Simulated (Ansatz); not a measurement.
# CH5FGeSe: rigid scan of one bond length from a Python script

A script is to give a rigid scan of one bond length; the system is CH5FGeSe.

Computed with Ansatz 0.2.0 through its Python package. Level of theory: r2SCAN0/def2-SVP.

## 1. The structure

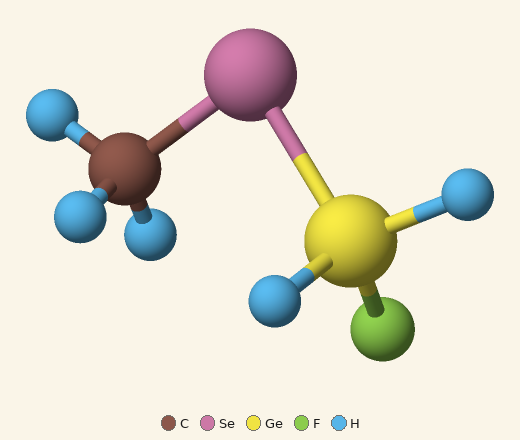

The structure that the script starts from, seen from a chosen angle (carbon brown, selenium pink, germanium yellow, fluorine green, hydrogen blue).

The script holds or builds the structure itself.

## 2. The script

scan_ch5fgese.py reads:

```python
# -*- coding: utf-8 -*-
"""Stretching a bond of CH5FGeSe, the rest held rigid."""

import ansatz as az
import matplotlib.pyplot as plt
import numpy as np


def main():
    geometry_ang = [
        ("C", (-0.0407, 1.2119, -0.92)),
        ("Se", (1.4731, 0.2125, -0.4334)),
        ("Ge", (0.1412, -1.2153, 0.9003)),
        ("F", (-0.9268, -2.044, -0.0901)),
        ("H", (0.2219, 2.0693, -1.63)),
        ("H", (-0.5561, 1.7095, -0.0261)),
        ("H", (-0.7957, 0.6101, -1.4498)),
        ("H", (1.1336, -2.2363, 1.6002)),
        ("H", (-0.5619, -0.364, 2.0318)),
    ]
    mol = az.Crystal.molecule()
    for symbol, xyz in geometry_ang:
        mol = mol.atom(symbol, xyz)

    symbols = [site.symbol for site in mol.cartesian_sites]
    start = np.array([site.position_ang for site in mol.cartesian_sites])
    axis = (start[3] - start[2]) / np.linalg.norm(start[3] - start[2])
    moving = [3]
    lengths, energies = [1.475, 1.542, 1.609, 1.676, 1.743, 1.81, 1.877, 1.977], []
    for length in lengths:
        xyz = start.copy()
        xyz[moving] += (length - np.linalg.norm(start[3] - start[2])) * axis
        point = az.Crystal.molecule()
        for symbol, place in zip(symbols, xyz):
            point = point.atom(symbol, place.tolist())
        job = (
            point.calculation()
            .basis(gaussian="def2-SVP")
            .functional("r2scan0")
        )
        summary = job.run().report
        energies.append(summary["free_energy_ev"])
        print(f"r = {length:6.3f} A  E = {energies[-1]:.5f} eV  <S^2> = {abs(summary['mean_field']['state']['spin_squared']):.3f}")

    # quartic fit about the minimum
    fit = np.polynomial.Polynomial.fit(lengths, np.array(energies) - min(energies), 4).convert()
    roots = [r.real for r in fit.deriv().roots() if abs(r.imag) < 1e-9 and fit.deriv(2)(r.real) > 0]
    r_e = min(roots, key=lambda r: abs(r - lengths[int(np.argmin(energies))]))
    print(f"minimum of the fit at {r_e:.4f} A, force constant {fit.deriv(2)(r_e):.2f} eV/A^2")
    plt.figure(figsize=(4.5, 3))
    plt.plot(lengths, np.array(energies) - min(energies), "o-")
    plt.xlabel("bond length (A)")
    plt.ylabel("E - E(min) (eV)")
    plt.tight_layout()
    plt.savefig("scan.png", dpi=100)


if __name__ == "__main__":
    main()
```

## 3. The input behind the calls

The engine receives this input (first run):

```yaml
crystal:
  periodic: [false, false, false]
  atoms:
    - { symbol: C, position_ang: [-0.0407, 1.2119, -0.92] }
    - { symbol: Se, position_ang: [1.4731, 0.2125, -0.4334] }
    - { symbol: Ge, position_ang: [0.1412, -1.2153, 0.9003] }
    - { symbol: F, position_ang: [-0.7988363068098869, -1.944708321585537, 0.028565956681168486] }
    - { symbol: H, position_ang: [0.2219, 2.0693, -1.63] }
    - { symbol: H, position_ang: [-0.5561, 1.7095, -0.0261] }
    - { symbol: H, position_ang: [-0.7957, 0.6101, -1.4498] }
    - { symbol: H, position_ang: [1.1336, -2.2363, 1.6002] }
    - { symbol: H, position_ang: [-0.5619, -0.364, 2.0318] }
basis:
  gaussian:
    orbitals: def2-SVP
hamiltonian:
  xc: r2scan0
```

## 4. Launch

Launch:

```
$ python scan_ch5fgese.py
```

The log of the run:

```text
r =  1.475 A  E = -125681.48425 eV  <S^2> = 0.000
r =  1.542 A  E = -125682.32281 eV  <S^2> = 0.000
r =  1.609 A  E = -125682.80103 eV  <S^2> = 0.000
r =  1.676 A  E = -125683.02403 eV  <S^2> = 0.000
r =  1.743 A  E = -125683.06709 eV  <S^2> = 0.000
r =  1.810 A  E = -125682.98426 eV  <S^2> = 0.000
r =  1.877 A  E = -125682.81445 eV  <S^2> = 0.000
r =  1.977 A  E = -125682.45842 eV  <S^2> = 0.000
minimum of the fit at 1.7275 A, force constant 29.92 eV/A^2
```

Wall time 66 s (1 thread of Arm Neoverse V2, shared host); peak memory 0.41 GiB.

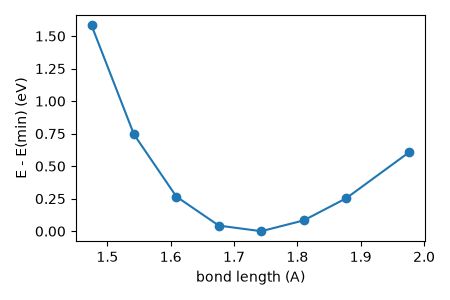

scan.png, as the script drew it.

## 5. What changed from run to run

The engine's inputs for some of the other runs:

Run 3, against run 1:

```diff
@@ -7 +7 @@
-    - { symbol: F, position_ang: [-0.7988363068098869, -1.944708321585537, 0.028565956681168486] }
+    - { symbol: F, position_ang: [-0.8842362153607511, -2.0109732131736466, -0.0506288648813558] }
```

Run 5, against run 1:

```diff
@@ -7 +7 @@
-    - { symbol: F, position_ang: [-0.7988363068098869, -1.944708321585537, 0.028565956681168486] }
+    - { symbol: F, position_ang: [-0.9696361239116156, -2.0772381047617565, -0.12982368644388023] }
```

Run 7, against run 1:

```diff
@@ -7 +7 @@
-    - { symbol: F, position_ang: [-0.7988363068098869, -1.944708321585537, 0.028565956681168486] }
+    - { symbol: F, position_ang: [-1.0550360324624797, -2.143502996349866, -0.2090185080064045] }
```

## 6. The runs side by side

From the records of these 8 runs:

```
run  distance (Å)  energy from run 5 (eV)  SCF cycles  CPU time (s)
  1          1.48                  1.5828          17           8.2
  2          1.54                  0.7443          16             8
  3          1.61                  0.2661          17           8.1
  4          1.68                  0.0431          17           8.2
  5          1.74                  0.0000          17           8.1
  6          1.81                  0.0828          17             8
  7          1.88                  0.2526          17           7.8
  8          1.98                  0.6087          17           8.1
```

## 7. Summary of results

```
                        quantity     value
bond length at the fit's minimum  1.7275 Å
                   runs compared         8
                 range of energy  1.583 eV
      lowest point, distance (Å)      1.74
```

The lowest point, at 1.74, lies inside the range. The ends stand 1.58 and 0.609 eV above it. The distance scanned is the script's pair 2, 3. Caveats:
- The rest of the molecule is held rigid at a force-field or estimated start geometry, and the basis set is modest; single-reference methods fail as a bond breaks.
- The orbitals are restricted, so S² is zero by construction.
- Toward dissociation an unrestricted state can lie under the restricted one, by tenths of an eV for polar bonds under a functional and by 1 to 2 eV or more for others.
